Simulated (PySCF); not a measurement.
Energy landscape of HClF (anion, charge -1), singlet: collinear F-H-Cl surface. Scanned: F-H distance and H-Cl distance.

Cartesian coordinates as functions of the variables (Å; names that start with a are angles):
```
F  0  0  -r1
H  0  0  0
Cl  0  0  r2
```

Computed with PySCF with restricted B3LYP/6-31G*, spherical d.

Energy in kcal/mol above the lowest grid point; x is the F-H distance (Å), y the H-Cl distance (Å).

```csv
y \ x,0.81,0.87,0.95,1.03,1.11,1.21,1.31,1.42,1.57,1.76,1.99,2.33,2.75
3.77,30.4,19.6,16.2,20.3,28.4,41.3,55.1,69.7,87.5,106.1,123.5,141.5,155.3
3.19,26.4,15.4,11.7,15.4,23.1,35.5,48.7,62.8,80.3,98.8,116.2,134.3,148.3
2.73,22.3,11.0,6.7,9.8,17.0,28.5,41.0,54.4,71.0,88.9,106.0,123.9,137.9
2.41,19.6,7.8,2.9,5.4,11.8,22.5,34.0,46.5,62.1,79.1,95.5,113.0,127.0
2.15,18.7,6.2,0.4,2.0,7.6,17.1,27.6,39.0,53.4,69.2,84.7,101.6,115.4
1.95,20.2,6.9,0.0,0.5,5.0,13.3,22.6,32.9,46.0,60.6,75.1,91.1,104.7
1.79,24.4,10.0,1.8,1.0,4.2,11.1,19.2,28.3,40.1,53.4,66.8,82.0,95.3
1.65,32.2,16.4,6.3,3.9,5.6,10.8,17.5,25.2,35.5,47.4,59.6,73.8,86.7
1.52,45.2,27.4,15.0,10.3,10.1,13.2,18.1,24.2,32.8,43.0,53.8,66.8,79.2
1.40,65.2,44.8,29.1,21.6,19.0,19.5,22.2,26.5,33.1,41.5,50.8,62.4,74.2
1.30,90.8,67.4,48.2,37.6,32.3,30.0,30.6,32.9,37.5,44.1,52.0,62.4,73.5
1.20,128.8,101.4,77.4,62.9,54.2,48.6,46.5,46.5,48.8,53.4,59.8,68.8,79.1
1.10,185.1,152.4,122.4,102.8,90.0,80.2,74.9,72.3,72.0,74.5,79.2,86.9,96.3
```

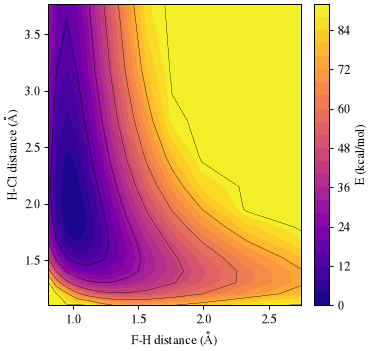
Figure. Energy surface, cut off at 91 kcal/mol.

Points that lie below all their neighbours on the grid: x = 0.95, y = 1.95 (0.0 kcal/mol).
